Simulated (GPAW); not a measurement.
## TiPd (Pm-3m): the Ti K absorption edge

How does the Ti K edge of TiPd (Pm-3m) move when the bonds are compressed or stretched?

Main program and level: GPAW 26.7.0; X-ray absorption from dipole matrix elements to empty bands, plane-wave PAW LDA.

## (1) Set-up

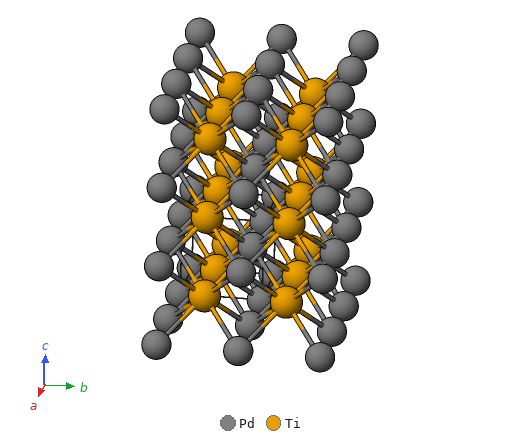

Start, viewed slightly off an axis; palladium grey, titanium orange. 3×2×3 cells are drawn. Some periodic images of atoms are drawn too.

Coordinates:

```xyz
2
Lattice="3.1800 0.0000 0.0000 0.0000 3.1800 0.0000 0.0000 0.0000 3.1800" Properties=species:S:1:pos:R:3 pbc="T T T"
Pd    0.0000    0.0000    0.0000
Ti    1.5900    1.5900    1.5900
```

## (2) The field without a hole

The ground state comes first: it tells whether the system has a gap, which decides how the excited electron is treated.

scf.py reads:

```python
import numpy as np
from ase import Atoms
from ase.parallel import parprint, paropen
from gpaw import GPAW, PW, FermiDirac, Mixer, MixerDif, setup_paths
from gpaw.test import gen
setup_paths.insert(0, '.')
gen('Ti', name='nch1s', xcname='LDA', corehole=(1, 0, 0), write_xml=True)
from gpaw.mpi import world
world.barrier()

atoms = Atoms('PdTi',
    cell=[[3.18, 0, 0],
     [0, 3.18, 0],
     [0, 0, 3.18]],
    scaled_positions=[[0, 0, 0],
     [0.5, 0.5, 0.5]],
    pbc=True)
atoms.calc = calc = GPAW(legacy_gpaw=True, mode=PW(430), xc='LDA', setups={1: 'nch1s'},
    kpts={'size': (8, 8, 8), 'gamma': True}, occupations=FermiDirac(0.05),
    charge=0, mixer=Mixer(0.1, 5, 50), maxiter=150,
    convergence={'density': 0.0001}, txt='scf.txt')
energy = atoms.get_potential_energy() + calc.get_reference_energy()
ef = calc.get_fermi_level()
out = dict(energy=energy, fermi=ef, forces=atoms.get_forces().tolist())
parprint(f'all-electron energy {energy:.4f} eV, Fermi level {ef:.4f} eV')
ev = np.array([[calc.get_eigenvalues(k, s) for k in range(len(calc.get_ibz_k_points()))] for s in range(calc.get_number_of_spins())])
out['homo'], out['lumo'], out['counts'] = ev[ev < ef].max(), ev[ev > ef].min(), sorted(set((ev < ef).sum((0, 2)).tolist()))
out['filled'] = (ev[:, 0] < ef).sum(1).tolist()
import json
with paropen('out.json', 'w') as f:
    json.dump(out, f)
```

Started as:

```sh
> OMP_NUM_THREADS=1 mpirun -n 2 gpaw python scf.py
```

Numbers of over 12 decimals in the logs are rounded to 6 here.

What it wrote:

```text
Input parameters:
  convergence: {density: 0.0001}
  kpts: {gamma: True,
         size: (8, 8, 8)}
  maxiter: 150
  mixer: {backend: pulay,
          beta: 0.1,
          method: separate,
          nmaxold: 5,
          weight: 50}
  mode: {ecut: 430.0,
         name: pw}
  occupations: {fixmagmom: False,
                name: fermi-dirac,
                width: 0.05}
  setups: {1: nch1s}

Initialize ...

[... PAW data sets ...]

Reference energy: -160272.027150  # eV

Spin-paired calculation

[... convergence settings ...]
Symmetries present (total): 48
  [... symmetry matrices ...]

512 k-points: 8 x 8 x 8 Monkhorst-Pack grid + [1/16,1/16,1/16]
35 k-points in the irreducible part of the Brillouin zone
       k-points in crystal coordinates                weights
   0:     0.00000000    0.00000000    0.00000000          1/512
   1:     0.12500000    0.00000000    0.00000000          6/512
   2:     0.12500000    0.12500000    0.00000000         12/512
   3:     0.12500000    0.12500000    0.12500000          8/512
   4:     0.25000000    0.00000000    0.00000000          6/512
   5:     0.25000000    0.12500000    0.00000000         24/512
   6:     0.25000000    0.12500000    0.12500000         24/512
   7:     0.25000000    0.25000000    0.00000000         12/512
   8:     0.25000000    0.25000000    0.12500000         24/512
   9:     0.25000000    0.25000000    0.25000000          8/512
          ...
  34:     0.50000000    0.50000000    0.50000000          1/512

Wave functions: Plane wave expansion
  Cutoff energy: 430.000 eV
  Number of coefficients (min, max): 619, 672
  Pulay-stress correction: 0.000000 eV/Ang^3 (de/decut=0.000000)
  Using FFTW library
  Wavefunction extrapolation:
    Improved wavefunction reuse through dual PAW basis

Occupation numbers: Fermi-Dirac:
  width: 0.0500  # eV

Eigensolver
   Davidson(niter=2)

Densities:
  Coarse grid: 16*16*16 grid
  Fine grid: 32*32*32 grid
  Total Charge: 0.000000

Density mixing:
  Method: separate
  Backend: pulay
  Linear mixing parameter: 0.1
  old densities: 5
  Width of damping distribution: 1.1
  Damping of long wavelength oscillations: 50

[... Hamiltonian set-up ...]
Number of atoms: 2
Number of atomic orbitals: 25
Number of bands in calculation: 21
Number of valence electrons: 28
Bands to converge: occupied

... initialized

Initializing position-dependent things.

Density initialized from atomic densities
Creating initial wave functions:
  21 bands from LCAO basis set

Positions:
   0 Pd     0.000000    0.000000    0.000000    ( 0.0000,  0.0000,  0.0000)
   1 Ti     1.590000    1.590000    1.590000    ( 0.0000,  0.0000,  0.0000)

Unit cell:
           periodic     x           y           z      points  spacing
  1. axis:    yes    3.180000    0.000000    0.000000    16     0.1988
  2. axis:    yes    0.000000    3.180000    0.000000    16     0.1988
  3. axis:    yes    0.000000    0.000000    3.180000    16     0.1988

  Lengths:   3.180000   3.180000   3.180000
  Angles:   90.000000  90.000000  90.000000

Effective grid spacing dv^(1/3) = 0.1987

iter:   1   -18.859351
iter:   2   -14.665728   -0.47  -0.94
iter:   3   -13.971733   -1.65  -1.33
iter:   4   -13.673550   -1.05  -1.47
iter:   5   -13.642281   -1.67  -1.85
iter:   6   -13.800194   -2.11  -1.90
iter:   7   -13.528229   -2.12  -1.81
iter:   8   -13.518943   -2.84  -2.51
iter:   9   -13.519833c  -4.21  -3.24
iter:  10   -13.519123c  -4.30  -2.97
iter:  11   -13.519154c  -4.72  -3.18
iter:  12   -13.519051c  -5.29  -3.92
iter:  13   -13.519004c  -5.72  -3.73
iter:  14   -13.518984c  -6.05  -4.03c
iter:  15   -13.518984c  -7.02  -4.62c
iter:  16   -13.518984c  -7.61c -4.67c

Converged after 16 iterations.

Dipole moment: (-0.000000, -0.000000, -0.000000) |e|*Ang

Energy contributions relative to reference atoms: (reference = -160272.027150)

Kinetic:         -4.281398
Potential:       -2.094569
External:        +0.000000
XC:              -7.028035
Entropy (-ST):   -0.029754
Local:           -0.100105
SIC:             +0.000000
--------------------------
Free energy:    -13.533861
Extrapolated:   -13.518984

Showing only first 2 kpts
 Kpt  Band  Eigenvalues  Occupancy
  0    12      6.28093    2.00000
  0    13      9.69902    0.00017
  0    14      9.69902    0.00017
  0    15     11.37744    0.00000

  1    12      6.33266    2.00000
  1    13      9.53528    0.00457
  1    14      9.75202    0.00006
  1    15     11.01887    0.00000

Fermi level: 9.23129

No gap
No difference between direct/indirect transitions

Forces in eV/Ang:
  0 Pd   -0.00000   -0.00000    0.00000
  1 Ti   -0.00000    0.00000    0.00000
Scalar-relativistic atomic LDA calculation for Ti (Titanium, Z=22)
Core hole in 1s state (1s occupation: 2.0)
600 radial gridpoints.
|------------------------------------------------|
|------------------------------------------------|
[... the atom generator's iteration count ...]

Energy contributions:
-------------------------
Kinetic:     +858.169401
XC:           -40.035523
Potential:  -1669.760805
-------------------------
Total:       -851.626927

state      eigenvalue         ekin         rmax
-----------------------------------------------
1s^2.0 :  -178.412898   235.142209        0.046
2s^2.0 :   -19.674824    40.676506        0.270
2p^6.0 :   -16.315972    39.591103        0.219
3s^2.0 :    -2.287902     8.427789        0.869
3p^6.0 :    -1.425558     7.161594        0.900
3d^2.0 :    -0.164024     3.704740        0.977
4s^2.0 :    -0.168799     0.875365        2.882
4p^0.0 :    -0.056429     0.465286        3.811
-----------------------------------------------
(units: Bohr and Hartree)

Generating PAW setup
Kinetic energy of the core from tauc = 793.509929
Cutoffs:
rc(s)=2.400
rc(p)=2.000
rc(d)=2.000
rc(vbar)=1.800
rc(comp)=2.300
rc(nct)=2.400

Kinetic energy of the core states: 789.184048
Charge: 0.0
Core electrons: 10.0
Valence electrons: 12.0
Pseudo-core charge: 0.000001
Shape function alpha=1.890
Pseudo-electron charge 6.382666
state    eigenvalue         norm
--------------------------------
3s(2) :    -2.287902     0.302066
4s(2) :    -0.168799     0.990650
3p(6) :    -1.425558     0.436626
4p(0) :    -0.056429     0.981035
3d(2) :    -0.164024     0.588737
*d    :     0.835976
--------------------------------

Diagonalizing with gridspacing h=0.050

state   all-electron     PAW
-------------------------------
3s:      -2.287902    -2.288205
3p:      -1.425558    -1.426242
3d:      -0.164024    -0.164519
*f:                    0.065395
-------------------------------
all-electron energy -160285.5461 eV, Fermi level 9.2313 eV
```

Elapsed: 6.6 s, on 2 MPI ranks of Arm Neoverse V2, shared host; peak memory 0.17 GiB; 13 s of CPU time.

The mesh shows no gap, so the system is treated as a metal and the core electron is put at the Fermi level (neutral cell).

## (3) Supercell without a hole, the energy reference

The photon energy needs a difference of total energies, so the cell and mesh of the coming hole run are first run without a hole.

Edit scf.py of step 2 so:

```diff
@@ -10,11 +10,17 @@
 
-atoms = Atoms('PdTi',
-    cell=[[3.18, 0, 0],
-     [0, 3.18, 0],
-     [0, 0, 3.18]],
+atoms = Atoms('Pd4Ti4',
+    cell=[[3.18, 3.18, 3.18],
+     [-3.18, 3.18, -3.18],
+     [-3.18, -3.18, 3.18]],
     scaled_positions=[[0, 0, 0],
-     [0.5, 0.5, 0.5]],
+     [0, 0.5, 0.5],
+     [0.5, 0, 0.5],
+     [0.5, 0.5, 0],
+     [0.5, 0, 0],
+     [0.5, 0.5, 0.5],
+     [0, 0, 0.5],
+     [0, 0.5, 0]],
     pbc=True)
-atoms.calc = calc = GPAW(legacy_gpaw=True, mode=PW(430), xc='LDA', setups={1: 'nch1s'},
-    kpts={'size': (8, 8, 8), 'gamma': True}, occupations=FermiDirac(0.05),
+atoms.calc = calc = GPAW(legacy_gpaw=True, mode=PW(430), xc='LDA', setups={4: 'nch1s'},
+    kpts={'size': (6, 6, 6), 'gamma': True}, occupations=FermiDirac(0.1),
     charge=0, mixer=Mixer(0.1, 5, 50), maxiter=150,
```

What it wrote:

```text
Input parameters:
  convergence: {density: 0.0001}
  kpts: {gamma: True,
         size: (6, 6, 6)}
  maxiter: 150
  mixer: {backend: pulay,
          beta: 0.1,
          method: separate,
          nmaxold: 5,
          weight: 50}
  mode: {ecut: 430.0,
         name: pw}
  occupations: {fixmagmom: False,
                name: fermi-dirac,
                width: 0.1}
  setups: {4: nch1s}

Initialize ...

[...]
4s(2) :    -0.168799     0.990650
3p(6) :    -1.425558     0.436626
4p(0) :    -0.056429     0.981035
3d(2) :    -0.164024     0.588737
*d    :     0.835976
--------------------------------

Diagonalizing with gridspacing h=0.050

state   all-electron     PAW
-------------------------------
3s:      -2.287902    -2.288205
3p:      -1.425558    -1.426242
3d:      -0.164024    -0.164519
*f:                    0.065395
-------------------------------
all-electron energy -641142.2449 eV, Fermi level 9.2597 eV
[key lines of the parts left out:]
Converged after 20 iterations.
Dipole moment: (0.000000, -0.000000, -0.000000) |e|*Ang
Free energy:    -54.336779
Fermi level: 9.25974
```

Elapsed: 1.9 min, on 2 MPI ranks; peak memory 0.3 GiB; 3.8 min of CPU time.

Reference energy: -641142.245 eV with the cores included.

(Part 1 of 3 ends here.)

[Banner, clock and machine lines of the logs are left out without a mark of their own.]

[Logs are printed without paths, hosts, clocks, repeated set-up lines and the standing remarks that a program may print on its own settings, such as how far it seeks lower states.]

[Hosts, paths, dates, database ids (printed as entryN), source tags and the programs' standing remarks are cut or masked in the printed files.]

[Lists of maxima count a maximum above −3 eV only where it reaches 4 % of the highest in the window and stands out from its surroundings by 2 % of it (1.5 % where it reaches 55 %); shoulders and weaker maxima are passed over, and of the rest the first, up to two pre-edge ones and the few strongest are named.]
